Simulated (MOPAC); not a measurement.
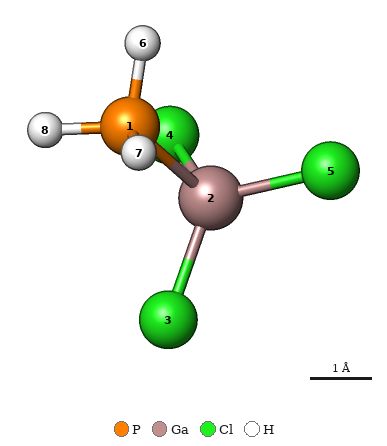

The structure as given in the input (ball-and-stick view, seen at a tilt; atoms are numbered from 1 in the order of the input). Sticks mark near contacts.

# Geometry relaxation, with input and output: GaPH₃Cl₃ (part 1 of 2)

System: GaPH₃Cl₃.
Method: PM6, closed shell (MOPAC 23.2.5).

The atoms were displaced at random from an optimised geometry.

### Log
```
MOPAC v23.2.5
PM6 CALCULATION RESULTS

 *  PM6        - The PM6 Hamiltonian to be used
 *  SINGLET    - SPIN STATE DEFINED AS A SINGLET
 *  EF         - USE EF ROUTINE FOR MINIMUM SEARCH
 *  THREADS=1  - MULTI-THREADING NOT USED
 *  CYCLES=    - DO A MAXIMUM OF 300 STEPS
 *  GNORM      - EXIT WHEN GRADIENT NORM DROPS BELOW 0.010
 *  AUX        - OUTPUT AUXILIARY INFORMATION
 *  GRADIENTS  - ALL GRADIENTS TO BE PRINTED
 *  DISP       - PRINT DISPERSION AND HYDROGEN BOND ENERGIES
 *  MULLIK     - THE MULLIKEN ANALYSIS TO BE PERFORMED
PM6 CYCLES=300 MULLIK DISP GNORM=0.01 SINGLET EF GRADIENTS AUX(PRECISION=6) T=10M THREADS=1
 Cl3GaH3P, PM6

   ATOM   CHEMICAL          X               Y               Z
  NUMBER   SYMBOL      (ANGSTROMS)     (ANGSTROMS)     (ANGSTROMS)

     1       P         -1.02915900  *  -0.11856300  *   0.47585900  *
     2      Ga          1.22297800  *   0.13296400  *  -0.57477700  *
     3      Cl          2.04196300  *  -1.80518200  *  -0.13232500  *
     4      Cl          0.65916900  *   0.54384300  *  -2.61995100  *
     5      Cl          1.96870500  *   1.77976000  *   0.57366500  *
     6       H         -1.88357000  *   0.98639800  *   0.43230600  *
     7       H         -1.07163400  *  -0.43174900  *   1.82413900  *
     8       H         -1.85661900  *  -1.12912300  *  -0.03744700  *

          CARTESIAN COORDINATES

    NO.       ATOM           X           Y           Z

     1         P         -1.0292     -0.1186      0.4759
     2        Ga          1.2230      0.1330     -0.5748
     3        Cl          2.0420     -1.8052     -0.1323
     4        Cl          0.6592      0.5438     -2.6200
     5        Cl          1.9687      1.7798      0.5737
     6         H         -1.8836      0.9864      0.4323
     7         H         -1.0716     -0.4317      1.8241
     8         H         -1.8566     -1.1291     -0.0374

           Empirical Formula: H3 P Ga Cl3  =     8 atoms

      MOLECULAR POINT GROUP   :   C1

 SINGLET STATE CALCULATION

      RHF CALCULATION, NO. OF DOUBLY OCCUPIED LEVELS = 16

          Geometry optimization using EF

          DIAGONAL MATRIX USED AS START HESSIAN
```

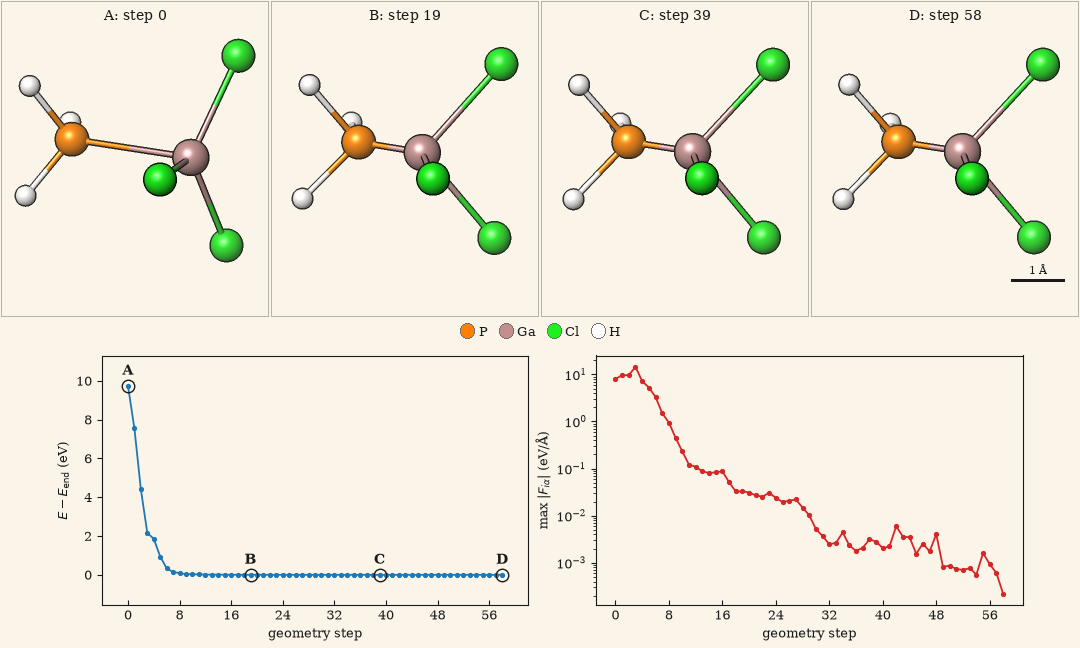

Frames of the relaxation (ball-and-stick view, seen at a tilt) above the curves, on which the letters mark them (steps are counted from 0).

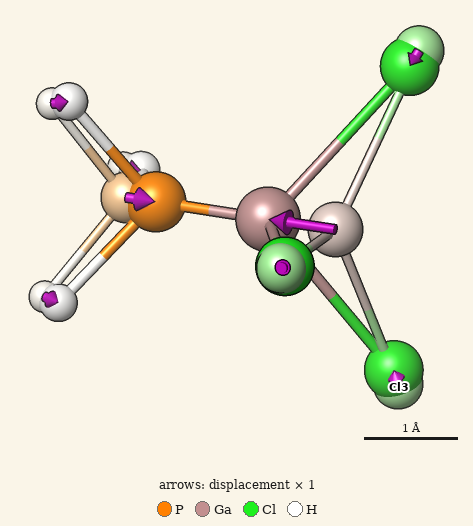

Start (faint) and end (solid) with the displacements as pink arrows, at true length (ball-and-stick view, seen at a tilt). The two geometries are laid on each other by the best rigid fit. The atom that moves furthest after the best rigid fit is Ga2 (0.80 Å). Largest moves by element: Ga 0.80 Å, P 0.35 Å, H 0.20 Å, Cl 0.20 Å. Among the contacts that change: P1–Ga2 2.498 → 1.344 Å, P1–H7 1.385 → 1.512 Å, P1–H6 1.397 → 1.512 Å, Ga2–Cl5 2.142 → 2.248 Å. Among the angles that change: Cl3–Ga2–Cl4 117.7° → 96.8°, P1–Ga2–Cl3 99.6° → 120.3°, Cl3–Ga2–Cl5 116.8° → 96.8°. The energy falls by 9.749 eV in 58 geometry steps. The largest force component goes from 8 to 0.00022 eV/Å. (Atoms are counted from 1 in the order of the input.)

```
 CYCLE:     1 TIME:   0.008 TIME LEFT: 10.00M  GRAD.:   300.073 HEAT: -199.5168
 CYCLE:     2 TIME:   0.008 TIME LEFT: 10.00M  GRAD.:   280.059 HEAT: -250.3381
 CYCLE:     3 TIME:   0.008 TIME LEFT: 10.00M  GRAD.:   276.695 HEAT: -322.7979
 CYCLE:     4 TIME:   0.000 TIME LEFT: 10.00M  GRAD.:   460.001 HEAT: -374.4723
 CYCLE:     5 TIME:   0.008 TIME LEFT: 10.00M  GRAD.:   220.287 HEAT: -381.4924
 CYCLE:     6 TIME:   0.008 TIME LEFT: 10.00M  GRAD.:   158.151 HEAT: -402.6321
 CYCLE:     7 TIME:   0.016 TIME LEFT: 10.00M  GRAD.:   108.321 HEAT: -416.6372
 CYCLE:     8 TIME:   0.008 TIME LEFT: 10.00M  GRAD.:    52.093 HEAT: -421.0169
 CYCLE:     9 TIME:   0.008 TIME LEFT: 10.00M  GRAD.:    46.105 HEAT: -422.2453
 CYCLE:    10 TIME:   0.008 TIME LEFT: 10.00M  GRAD.:    16.954 HEAT: -423.4623
 CYCLE:    11 TIME:   0.000 TIME LEFT: 10.00M  GRAD.:    13.513 HEAT: -423.6333
 CYCLE:    12 TIME:   0.008 TIME LEFT: 10.00M  GRAD.:     8.110 HEAT: -423.8281
 CYCLE:    13 TIME:   0.008 TIME LEFT: 10.00M  GRAD.:     5.892 HEAT: -424.0216
 CYCLE:    14 TIME:   0.000 TIME LEFT: 10.00M  GRAD.:     5.508 HEAT: -424.1118
 CYCLE:    15 TIME:   0.008 TIME LEFT: 10.00M  GRAD.:     4.342 HEAT: -424.1567
 CYCLE:    16 TIME:   0.008 TIME LEFT: 10.00M  GRAD.:     4.185 HEAT: -424.1943
 CYCLE:    17 TIME:   0.000 TIME LEFT: 10.00M  GRAD.:     3.734 HEAT: -424.2460
 CYCLE:    18 TIME:   0.008 TIME LEFT: 10.00M  GRAD.:     2.594 HEAT: -424.2713
 CYCLE:    19 TIME:   0.008 TIME LEFT: 10.00M  GRAD.:     1.556 HEAT: -424.2816
 CYCLE:    20 TIME:   0.000 TIME LEFT: 10.00M  GRAD.:     1.387 HEAT: -424.2859
 CYCLE:    21 TIME:   0.008 TIME LEFT: 10.00M  GRAD.:     1.276 HEAT: -424.2911
 CYCLE:    22 TIME:   0.008 TIME LEFT: 10.00M  GRAD.:     1.301 HEAT: -424.2963
 CYCLE:    23 TIME:   0.000 TIME LEFT: 10.00M  GRAD.:     1.509 HEAT: -424.3026
 CYCLE:    24 TIME:   0.008 TIME LEFT: 10.00M  GRAD.:     1.662 HEAT: -424.3100
 CYCLE:    25 TIME:   0.008 TIME LEFT: 10.00M  GRAD.:     1.347 HEAT: -424.3168
 CYCLE:    26 TIME:   0.000 TIME LEFT: 10.00M  GRAD.:     0.911 HEAT: -424.3194
 CYCLE:    27 TIME:   0.008 TIME LEFT: 10.00M  GRAD.:     0.761 HEAT: -424.3216
 CYCLE:    28 TIME:   0.008 TIME LEFT: 10.00M  GRAD.:     0.743 HEAT: -424.3225
 CYCLE:    29 TIME:   0.008 TIME LEFT: 10.00M  GRAD.:     0.740 HEAT: -424.3241
 CYCLE:    30 TIME:   0.000 TIME LEFT: 10.00M  GRAD.:     0.501 HEAT: -424.3249
 CYCLE:    31 TIME:   0.008 TIME LEFT: 10.00M  GRAD.:     0.303 HEAT: -424.3255
 CYCLE:    32 TIME:   0.008 TIME LEFT: 10.00M  GRAD.:     0.180 HEAT: -424.3257
 CYCLE:    33 TIME:   0.000 TIME LEFT: 10.00M  GRAD.:     0.126 HEAT: -424.3258
 CYCLE:    34 TIME:   0.008 TIME LEFT: 10.00M  GRAD.:     0.117 HEAT: -424.3258
 CYCLE:    35 TIME:   0.008 TIME LEFT: 10.00M  GRAD.:     0.254 HEAT: -424.3258
 CYCLE:    36 TIME:   0.008 TIME LEFT: 10.00M  GRAD.:     0.124 HEAT: -424.3259
 CYCLE:    37 TIME:   0.000 TIME LEFT: 10.00M  GRAD.:     0.095 HEAT: -424.3260
 CYCLE:    38 TIME:   0.008 TIME LEFT: 10.00M  GRAD.:     0.094 HEAT: -424.3260
 CYCLE:    39 TIME:   0.008 TIME LEFT: 10.00M  GRAD.:     0.126 HEAT: -424.3260
 CYCLE:    40 TIME:   0.000 TIME LEFT: 10.00M  GRAD.:     0.107 HEAT: -424.3260
 CYCLE:    41 TIME:   0.008 TIME LEFT: 10.00M  GRAD.:     0.089 HEAT: -424.3261
 CYCLE:    42 TIME:   0.000 TIME LEFT: 10.00M  GRAD.:     0.096 HEAT: -424.3261
 CYCLE:    43 TIME:   0.008 TIME LEFT: 10.00M  GRAD.:     0.225 HEAT: -424.3261
 CYCLE:    44 TIME:   0.008 TIME LEFT: 10.00M  GRAD.:     0.131 HEAT: -424.3263
 CYCLE:    45 TIME:   0.008 TIME LEFT: 10.00M  GRAD.:     0.185 HEAT: -424.3259
 CYCLE:    46 TIME:   0.000 TIME LEFT: 10.00M  GRAD.:     0.048 HEAT: -424.3263
 CYCLE:    47 TIME:   0.008 TIME LEFT: 10.00M  GRAD.:     0.087 HEAT: -424.3263
 CYCLE:    48 TIME:   0.008 TIME LEFT: 10.00M  GRAD.:     0.066 HEAT: -424.3263
 CYCLE:    49 TIME:   0.000 TIME LEFT: 10.00M  GRAD.:     0.205 HEAT: -424.3262
 CYCLE:    50 TIME:   0.008 TIME LEFT: 10.00M  GRAD.:     0.040 HEAT: -424.3263
 CYCLE:    51 TIME:   0.008 TIME LEFT: 10.00M  GRAD.:     0.041 HEAT: -424.3263
 CYCLE:    52 TIME:   0.000 TIME LEFT: 10.00M  GRAD.:     0.036 HEAT: -424.3263
 CYCLE:    53 TIME:   0.008 TIME LEFT:  9.99M  GRAD.:     0.034 HEAT: -424.3263
 CYCLE:    54 TIME:   0.008 TIME LEFT:  9.99M  GRAD.:     0.040 HEAT: -424.3263
 CYCLE:    55 TIME:   0.000 TIME LEFT:  9.99M  GRAD.:     0.034 HEAT: -424.3264
 CYCLE:    56 TIME:   0.008 TIME LEFT:  9.99M  GRAD.:     0.067 HEAT: -424.3264
 CYCLE:    57 TIME:   0.008 TIME LEFT:  9.99M  GRAD.:     0.035 HEAT: -424.3264
 CYCLE:    58 TIME:   0.000 TIME LEFT:  9.99M  GRAD.:     0.032 HEAT: -424.3264
 CYCLE:    59 TIME:   0.008 TIME LEFT:  9.99M  GRAD.:     0.009 HEAT: -424.3264

     GRADIENT =  0.00935 IS LESS THAN CUTOFF =  0.01000

 -------------------------------------------------------------------------------
 PM6 CYCLES=300 MULLIK DISP GNORM=0.01 SINGLET EF GRADIENTS AUX(PRECISION=6) T=10M THREADS=1
 Cl3GaH3P, PM6

     GEOMETRY OPTIMISED USING EIGENVECTOR FOLLOWING (EF).
     SCF FIELD WAS ACHIEVED

                              PM6 CALCULATION

          FINAL HEAT OF FORMATION =       -424.32639 KCAL/MOL =   -1775.38162 KJ/MOL

          TOTAL ENERGY            =     -23622.91550 KCAL/MOL = ELECTRONIC ENERGY + CORE-CORE REPULSION
          ENERGY OF ATOMS         =      23198.58911 KCAL/MOL
                              SUM =       -424.32639 KCAL/MOL
          DISPERSION ENERGY       =          0.00000 KCAL/MOL
                              SUM =       -424.32639 KCAL/MOL = FINAL HEAT OF FORMATION

          TOTAL ENERGY            =      -1024.38657 EV
          ELECTRONIC ENERGY       =      -2920.80244 EV
          CORE-CORE REPULSION     =       1896.41587 EV
          COSMO AREA              =        152.20 SQUARE ANGSTROMS
          COSMO VOLUME            =        149.26 CUBIC ANGSTROMS

          GRADIENT NORM           =          0.00935          =       0.00331 PER ATOM
          IONIZATION POTENTIAL    =         10.319379 EV
          HOMO LUMO ENERGIES (EV) =        -10.319 -1.718
          NO. OF FILLED LEVELS    =         16
          MOLECULAR WEIGHT        =        210.0915         POINT GROUP:  C3v

          MOLECULAR DIMENSIONS (Angstroms)

            Atom       Atom       Distance
            H     7   Cl     4     4.59596
            H     8   Cl     5     4.43725
            H     6   Cl     3     4.34145

          SCF CALCULATIONS        =         62

          WALL-CLOCK TIME         =      0.352 SECONDS
          COMPUTATION TIME        =      0.343 SECONDS

       FINAL  POINT  AND  DERIVATIVES

   PARAMETER     ATOM    TYPE            VALUE        GRADIENT
      1          1  P    CARTESIAN X    -0.587255      0.000215  KCAL/ANGSTROM
      2          1  P    CARTESIAN Y    -0.071365     -0.000139  KCAL/ANGSTROM
      3          1  P    CARTESIAN Z     0.269439     -0.003557  KCAL/ANGSTROM
      4          2 Ga    CARTESIAN X     0.624886     -0.000166  KCAL/ANGSTROM
      5          2 Ga    CARTESIAN Y     0.066670      0.000977  KCAL/ANGSTROM
      6          2 Ga    CARTESIAN Z    -0.294383      0.003732  KCAL/ANGSTROM
      7          3 Cl    CARTESIAN X     2.097967      0.000760  KCAL/ANGSTROM
      8          3 Cl    CARTESIAN Y    -1.630840     -0.000145  KCAL/ANGSTROM
      9          3 Cl    CARTESIAN Z    -0.243996      0.001557  KCAL/ANGSTROM
     10          4 Cl    CARTESIAN X     0.811052      0.005070  KCAL/ANGSTROM
     11          4 Cl    CARTESIAN Y     0.514942     -0.001594  KCAL/ANGSTROM
     12          4 Cl    CARTESIAN Z    -2.489342      0.000238  KCAL/ANGSTROM
     13          5 Cl    CARTESIAN X     2.034624     -0.002725  KCAL/ANGSTROM
     14          5 Cl    CARTESIAN Y     1.663781      0.000010  KCAL/ANGSTROM
     15          5 Cl    CARTESIAN Z     0.423759      0.002483  KCAL/ANGSTROM
     16          6  H    CARTESIAN X    -1.602543     -0.000154  KCAL/ANGSTROM
     17          6  H    CARTESIAN Y     1.048315      0.001604  KCAL/ANGSTROM
     18          6  H    CARTESIAN Z     0.254633     -0.001053  KCAL/ANGSTROM
     19          7  H    CARTESIAN X    -0.748480     -0.001527  KCAL/ANGSTROM
     20          7  H    CARTESIAN Y    -0.373531     -0.000716  KCAL/ANGSTROM
     21          7  H    CARTESIAN Z     1.741658     -0.001219  KCAL/ANGSTROM
     22          8  H    CARTESIAN X    -1.559519     -0.001474  KCAL/ANGSTROM
     23          8  H    CARTESIAN Y    -1.134212      0.000002  KCAL/ANGSTROM
     24          8  H    CARTESIAN Z    -0.188550     -0.002180  KCAL/ANGSTROM

   ATOM   CHEMICAL          X               Y               Z
  NUMBER   SYMBOL      (ANGSTROMS)     (ANGSTROMS)     (ANGSTROMS)

     1       P         -0.58725479  *  -0.07136465  *   0.26943939  *
     2      Ga          0.62488615  *   0.06666997  *  -0.29438321  *
     3      Cl          2.09796694  *  -1.63084013  *  -0.24399591  *
     4      Cl          0.81105152  *   0.51494231  *  -2.48934176  *
     5      Cl          2.03462383  *   1.66378124  *   0.42375949  *
     6       H         -1.60254292  *   1.04831489  *   0.25463295  *
     7       H         -0.74847998  *  -0.37353060  *   1.74165823  *
     8       H         -1.55951851  *  -1.13421151  *  -0.18855040  *

                             CARTESIAN COORDINATES

   1    P       -0.587254791    -0.071364646     0.269439391
   2   Ga        0.624886145     0.066669966    -0.294383212
   3   Cl        2.097966941    -1.630840132    -0.243995913
   4   Cl        0.811051525     0.514942311    -2.489341756
   5   Cl        2.034623826     1.663781245     0.423759495
   6    H       -1.602542917     1.048314892     0.254632952
   7    H       -0.748479985    -0.373530595     1.741658228
   8    H       -1.559518512    -1.134211509    -0.188550404

           Empirical Formula: H3 P Ga Cl3  =     8 atoms

      MOLECULAR POINT GROUP   :   C3v
```
